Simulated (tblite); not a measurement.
Run report: C2H9N2PSi, saddle-point search

C2H9N2PSi, computed with GFN2-xTB saddle search (eigenvector following) and harmonic vibrations, gas phase (tblite 0.8.0).

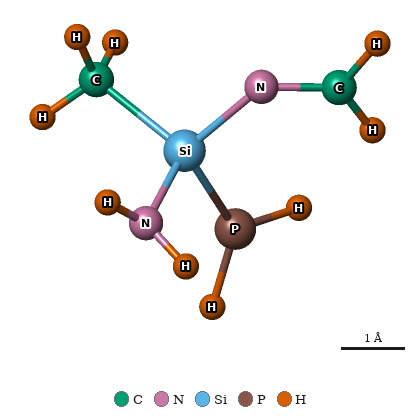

Figure 1. The starting structure (ball-and-stick view, seen at a tilt). Bond lengths as drawn: C–H 1.08 to 1.10 Å, C–N 1.25 Å, C–Si 1.89 Å, H–N 1.01 Å, H–P 1.34 to 1.35 Å, N–Si 1.72 to 1.74 Å and P–Si 2.21 Å.

**The input**
```
{"job": {"xc": "GFN2-xTB", "basis": "xTB", "kind": "saddle"}, "charge": 0, "multiplicity": 1}
C      0.036510    -2.403073    -0.527624
N      0.405303    -1.258008    -0.855537
Si     0.198252     0.266239    -0.044921
C     -0.343282     1.524498    -1.354311
N      1.647883     0.812603     0.711545
P     -1.235907     0.112336     1.632843
H     -0.552995    -2.625093     0.369150
H      0.301815    -3.250362    -1.154914
H      0.312583     1.502531    -2.217385
H     -1.354237     1.325198    -1.693389
H     -0.322290     2.523510    -0.933215
H      2.382222     1.165110     0.120647
H      2.037648     0.252728     1.452893
H     -2.282314    -0.730606     1.696055
H     -1.231191     0.782390     2.798162
```

The first line tells a small driver script what to run in tblite; the rest is the geometry in Å.

Command:
```bash
OMP_NUM_THREADS=1 python <driver script> task.json out
```

**Log**
```
step      E/eV     max force
  0    -514.32105   0.0466
  1    -514.32651   0.0803
  2    -514.32858   0.1481
  3    -514.32793   0.0567
  4    -514.32932   0.0562
  5    -514.33034   0.0894
  6    -514.33077   0.0276
  7    -514.33083   0.0100
  8    -514.33086   0.0083
  9    -514.33087   0.0022
lowest wavenumbers (cm-1): -757.8 73.4 91.9 94.4 113.4 135.2
```

**Trajectory as extended XYZ (Å, eV, eV/Å), 10 frames, from step=0 to step=9**
```
15
Properties=species:S:1:pos:R:3:forces:R:3 step=0 energy=-514.32105
C     0.0365   -2.4031   -0.5276   -0.0050   0.0240   0.0010
N     0.4053   -1.2580   -0.8555    0.0060  -0.0220  -0.0010
Si    0.1983    0.2662   -0.0449    0.0110  -0.0050   0.0020
C    -0.3433    1.5245   -1.3543    0.0030  -0.0040   0.0040
N     1.6479    0.8126    0.7115    0.0000   0.0090   0.0030
P    -1.2359    0.1123    1.6328    0.0200  -0.0400   0.0130
H    -0.5530   -2.6251    0.3692   -0.0250   0.0170   0.0020
H     0.3018   -3.2504   -1.1549   -0.0040   0.0110   0.0050
H     0.3126    1.5025   -2.2174    0.0030  -0.0060   0.0040
H    -1.3542    1.3252   -1.6934    0.0060   0.0000  -0.0050
H    -0.3223    2.5235   -0.9332    0.0000   0.0020  -0.0120
H     2.3822    1.1651    0.1206   -0.0110   0.0180  -0.0050
H     2.0376    0.2527    1.4529   -0.0030   0.0040   0.0000
H    -2.2823   -0.7306    1.6961   -0.0120  -0.0040  -0.0050
H    -1.2312    0.7824    2.7982    0.0100  -0.0030  -0.0060
15
Properties=species:S:1:pos:R:3:forces:R:3 step=1 energy=-514.32651
C     0.0161   -2.3933   -0.5230    0.0070   0.0560  -0.0040
N     0.4294   -1.2621   -0.8492   -0.0210  -0.0740   0.0230
Si    0.2098    0.2655   -0.0455    0.0090   0.0010   0.0040
C    -0.3372    1.5132   -1.3629    0.0000  -0.0010   0.0020
N     1.6445    0.8356    0.7200    0.0190   0.0100  -0.0100
P    -1.2231    0.0876    1.6312   -0.0030  -0.0140   0.0450
H    -0.6081   -2.5863    0.3588    0.0040   0.0190  -0.0250
H     0.2750   -3.2546   -1.1334   -0.0050   0.0140   0.0080
H     0.3255    1.4917   -2.2208    0.0010  -0.0040   0.0030
H    -1.3434    1.3017   -1.7089    0.0070  -0.0010  -0.0010
H    -0.3290    2.5152   -0.9485    0.0000  -0.0020  -0.0090
H     2.3665    1.2238    0.1353   -0.0290  -0.0010   0.0160
H     2.0518    0.2731    1.4499   -0.0030   0.0080  -0.0080
H    -2.3029   -0.7159    1.6703    0.0130   0.0180   0.0010
H    -1.1749    0.7048    2.8267    0.0010  -0.0280  -0.0450
15
Properties=species:S:1:pos:R:3:forces:R:3 step=2 energy=-514.32858
C     0.0037   -2.3867   -0.5260    0.0150   0.0890  -0.0030
N     0.4529   -1.2652   -0.8408   -0.0440  -0.1170   0.0430
Si    0.2189    0.2640   -0.0420    0.0080   0.0100   0.0040
C    -0.3332    1.4974   -1.3710    0.0020   0.0000   0.0050
N     1.6383    0.8562    0.7336    0.0590   0.0160  -0.0330
P    -1.2133    0.0733    1.6339   -0.0540  -0.0030   0.1140
H    -0.6517   -2.5623    0.3383    0.0300   0.0230  -0.0450
H     0.2605   -3.2546   -1.1271   -0.0050   0.0100   0.0070
H     0.3273    1.4637   -2.2303    0.0000  -0.0020   0.0020
H    -1.3399    1.2807   -1.7118    0.0010  -0.0010   0.0000
H    -0.3240    2.5050   -0.9705    0.0000  -0.0040  -0.0050
H     2.3464    1.2833    0.1569   -0.0650  -0.0350   0.0510
H     2.0647    0.2889    1.4491   -0.0070   0.0200  -0.0240
H    -2.3362   -0.6761    1.6483    0.0790   0.0630   0.0130
H    -1.1143    0.6323    2.8593   -0.0200  -0.0700  -0.1290
15
Properties=species:S:1:pos:R:3:forces:R:3 step=3 energy=-514.32793
C     0.0109   -2.3894   -0.5226    0.0040   0.0390  -0.0030
N     0.4389   -1.2632   -0.8465   -0.0150  -0.0520   0.0170
Si    0.2136    0.2655   -0.0453    0.0060   0.0010   0.0030
C    -0.3355    1.5085   -1.3662    0.0010  -0.0010   0.0010
N     1.6421    0.8448    0.7241    0.0120   0.0060  -0.0070
P    -1.2192    0.0788    1.6307   -0.0050  -0.0070   0.0340
H    -0.6252   -2.5726    0.3527    0.0030   0.0130  -0.0200
H     0.2681   -3.2547   -1.1274   -0.0040   0.0090   0.0050
H     0.3232    1.4785   -2.2271    0.0000  -0.0030   0.0030
H    -1.3440    1.2990   -1.7063    0.0050  -0.0010  -0.0010
H    -0.3210    2.5131   -0.9584    0.0000  -0.0030  -0.0060
H     2.3607    1.2418    0.1417   -0.0200   0.0020   0.0120
H     2.0534    0.2840    1.4528   -0.0010   0.0050  -0.0060
H    -2.3124   -0.7065    1.6612    0.0110   0.0150   0.0010
H    -1.1536    0.6725    2.8367    0.0010  -0.0220  -0.0350
15
Properties=species:S:1:pos:R:3:forces:R:3 step=4 energy=-514.32932
C     0.0058   -2.3856   -0.5243    0.0050   0.0370  -0.0020
N     0.4531   -1.2649   -0.8411   -0.0160  -0.0490   0.0180
Si    0.2187    0.2647   -0.0431    0.0050   0.0030   0.0020
C    -0.3337    1.4995   -1.3703    0.0020   0.0010  -0.0010
N     1.6385    0.8558    0.7321    0.0190   0.0070  -0.0110
P    -1.2147    0.0714    1.6316   -0.0190  -0.0040   0.0440
H    -0.6478   -2.5593    0.3403    0.0080   0.0110  -0.0200
H     0.2627   -3.2545   -1.1238   -0.0030   0.0060   0.0040
H     0.3188    1.4573   -2.2355   -0.0030  -0.0020   0.0060
H    -1.3456    1.2917   -1.7013    0.0050   0.0000   0.0000
H    -0.3112    2.5081   -0.9725   -0.0010  -0.0060  -0.0060
H     2.3487    1.2750    0.1545   -0.0250  -0.0070   0.0180
H     2.0609    0.2920    1.4520   -0.0010   0.0070  -0.0080
H    -2.3324   -0.6807    1.6479    0.0280   0.0250   0.0040
H    -1.1218    0.6296    2.8535   -0.0040  -0.0290  -0.0480
15
Properties=species:S:1:pos:R:3:forces:R:3 step=5 energy=-514.33034
C    -0.0060   -2.3796   -0.5299    0.0130   0.0600  -0.0010
N     0.4755   -1.2680   -0.8301   -0.0350  -0.0770   0.0290
Si    0.2281    0.2630   -0.0373    0.0040   0.0060  -0.0010
C    -0.3295    1.4839   -1.3753    0.0030   0.0040  -0.0010
N     1.6352    0.8727    0.7450    0.0530   0.0130  -0.0240
P    -1.2073    0.0602    1.6346   -0.0190  -0.0010   0.0250
H    -0.6898   -2.5392    0.3149    0.0260   0.0120  -0.0290
H     0.2498   -3.2530   -1.1228   -0.0010   0.0030   0.0030
H     0.3166    1.4257   -2.2445   -0.0040   0.0010   0.0060
H    -1.3444    1.2750   -1.6961    0.0020   0.0010   0.0010
H    -0.3000    2.4980   -0.9928   -0.0010  -0.0070  -0.0030
H     2.3282    1.3323    0.1760   -0.0500  -0.0360   0.0430
H     2.0791    0.3038    1.4481   -0.0080   0.0180  -0.0220
H    -2.3508   -0.6518    1.6390    0.0230   0.0190   0.0030
H    -1.0847    0.5769    2.8712   -0.0050  -0.0170  -0.0300
15
Properties=species:S:1:pos:R:3:forces:R:3 step=6 energy=-514.33077
C    -0.0003   -2.3794   -0.5269    0.0000   0.0000   0.0000
N     0.4808   -1.2690   -0.8279    0.0000   0.0000   0.0000
Si    0.2287    0.2632   -0.0381   -0.0010   0.0000   0.0010
C    -0.3331    1.4813   -1.3761    0.0000   0.0000   0.0000
N     1.6351    0.8718    0.7454    0.0010   0.0000   0.0000
P    -1.2080    0.0631    1.6331   -0.0190  -0.0040   0.0170
H    -0.6852   -2.5356    0.3161    0.0000   0.0000   0.0000
H     0.2574   -3.2544   -1.1165    0.0000   0.0000   0.0000
H     0.3135    1.4257   -2.2448    0.0000   0.0000   0.0000
H    -1.3469    1.2677   -1.6970    0.0000   0.0000   0.0000
H    -0.3086    2.4955   -0.9939    0.0000   0.0000   0.0000
H     2.3242    1.3365    0.1790    0.0000   0.0000   0.0000
H     2.0823    0.3006    1.4435    0.0000   0.0010  -0.0010
H    -2.3788   -0.6028    1.6197    0.0230   0.0150   0.0030
H    -1.0612    0.5357    2.8843   -0.0050  -0.0110  -0.0210
15
Properties=species:S:1:pos:R:3:forces:R:3 step=7 energy=-514.33083
C     0.0014   -2.3793   -0.5257    0.0000   0.0000   0.0000
N     0.4826   -1.2691   -0.8274    0.0000   0.0000   0.0000
Si    0.2290    0.2633   -0.0383    0.0000   0.0000   0.0000
C    -0.3340    1.4807   -1.3763    0.0000   0.0000   0.0000
N     1.6351    0.8717    0.7458    0.0010   0.0000   0.0000
P    -1.2084    0.0635    1.6324   -0.0070  -0.0020   0.0060
H    -0.6842   -2.5345    0.3171    0.0000   0.0000   0.0000
H     0.2595   -3.2549   -1.1142    0.0000   0.0000   0.0000
H     0.3114    1.4242   -2.2458    0.0000   0.0000   0.0000
H    -1.3483    1.2669   -1.6957    0.0000   0.0000   0.0000
H    -0.3089    2.4951   -0.9949    0.0000   0.0000   0.0000
H     2.3228    1.3396    0.1802   -0.0010   0.0000   0.0010
H     2.0840    0.2990    1.4415    0.0000   0.0010  -0.0010
H    -2.3861   -0.5885    1.6140    0.0080   0.0060   0.0010
H    -1.0560    0.5224    2.8874   -0.0020  -0.0040  -0.0080
15
Properties=species:S:1:pos:R:3:forces:R:3 step=8 energy=-514.33086
C     0.0038   -2.3791   -0.5245    0.0000   0.0000   0.0000
N     0.4849   -1.2691   -0.8270    0.0000   0.0000   0.0000
Si    0.2293    0.2636   -0.0385    0.0000   0.0000   0.0000
C    -0.3354    1.4797   -1.3768    0.0000   0.0000   0.0000
N     1.6347    0.8724    0.7463   -0.0010   0.0000   0.0000
P    -1.2086    0.0638    1.6318   -0.0050  -0.0010   0.0060
H    -0.6823   -2.5334    0.3181    0.0000   0.0000   0.0000
H     0.2625   -3.2552   -1.1119    0.0000   0.0000   0.0000
H     0.3076    1.4205   -2.2480    0.0000   0.0000   0.0000
H    -1.3508    1.2669   -1.6930    0.0000   0.0000   0.0000
H    -0.3075    2.4947   -0.9973    0.0000   0.0000   0.0000
H     2.3218    1.3417    0.1813    0.0010   0.0000  -0.0010
H     2.0844    0.2991    1.4410    0.0000  -0.0010   0.0010
H    -2.3965   -0.5692    1.6058    0.0070   0.0040   0.0010
H    -1.0479    0.5035    2.8926   -0.0020  -0.0040  -0.0070
15
Properties=species:S:1:pos:R:3:forces:R:3 step=9 energy=-514.33087
C     0.0052   -2.3790   -0.5239    0.0000   0.0000   0.0000
N     0.4860   -1.2690   -0.8267    0.0000   0.0000   0.0000
Si    0.2295    0.2638   -0.0386    0.0000   0.0000   0.0000
C    -0.3361    1.4794   -1.3768    0.0000   0.0000   0.0000
N     1.6348    0.8726    0.7465    0.0000   0.0000   0.0000
P    -1.2090    0.0641    1.6313   -0.0020   0.0000   0.0010
H    -0.6813   -2.5330    0.3185    0.0000   0.0000   0.0000
H     0.2644   -3.2554   -1.1107    0.0000   0.0000   0.0000
H     0.3047    1.4182   -2.2495    0.0000   0.0000   0.0000
H    -1.3527    1.2680   -1.6903    0.0000   0.0000   0.0000
H    -0.3057    2.4948   -0.9985    0.0000   0.0000   0.0000
H     2.3219    1.3419    0.1816    0.0000   0.0000   0.0000
H     2.0845    0.2988    1.4408    0.0000   0.0000   0.0000
H    -2.4003   -0.5616    1.6022    0.0020   0.0010   0.0000
H    -1.0459    0.4963    2.8941    0.0000  -0.0010  -0.0010
```

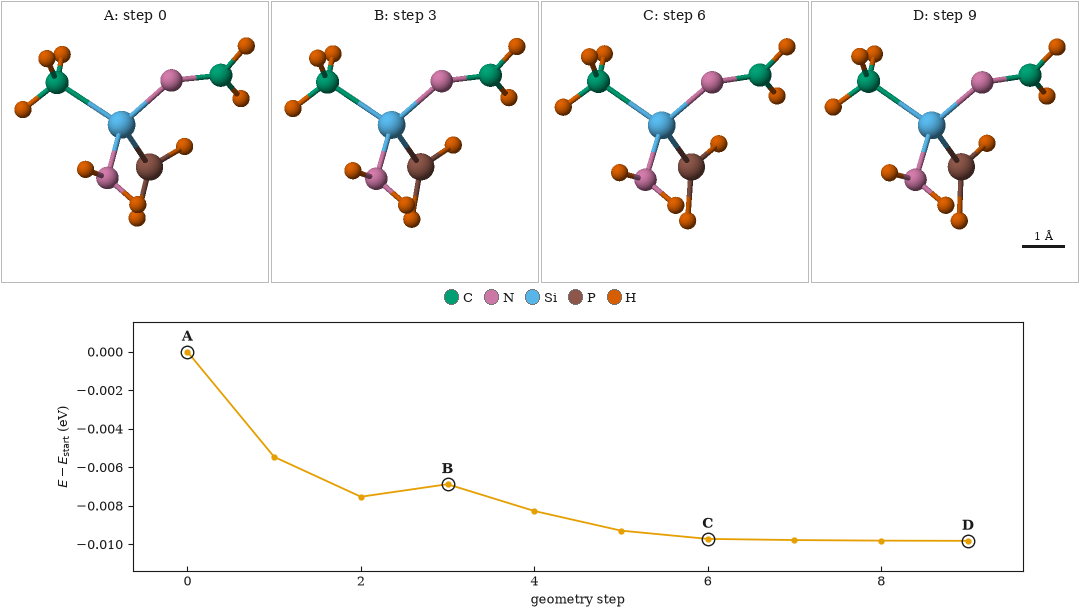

Figure 2. Frames of the saddle-point search (ball-and-stick view, seen at a tilt) above the curves, on which the letters mark them (steps are counted from 0).

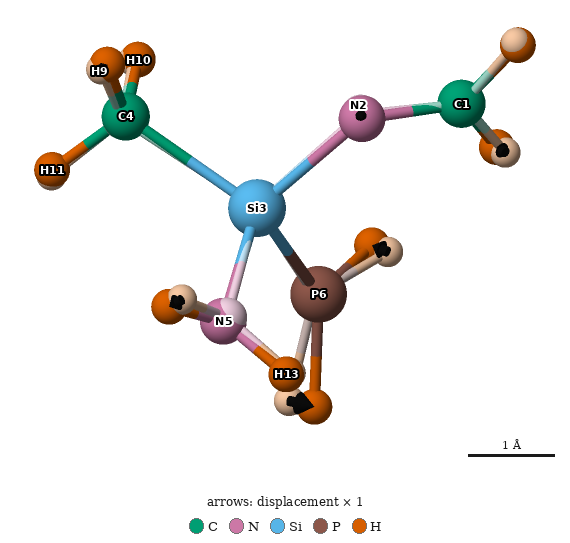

Figure 3. Start (faint) and end (solid) with the displacements as black arrows, at true length (ball-and-stick view, seen at a tilt). The two geometries are laid on each other by the best rigid fit. The largest move after the best rigid fit is that of H15, 0.35 Å. Largest moves by element: H 0.35 Å, N 0.09 Å, P 0.06 Å, C 0.05 Å, Si 0.03 Å. Among the angles that change: C1–N2–Si3 130.3° → 128.1°. After 9 geometry steps the energy has fallen by 0.010 eV. The largest force component goes from 0.04 to 0.002 eV/Å. (Atoms are counted from 1 in the order of the input.)

**Summary**

```tsv
quantity	value
outcome	converged
total energy	−514.3309 eV
point group	C1
hardware	1 CPU thread, shared host
wall time	6.5 s
peak memory	0.19 GiB
```
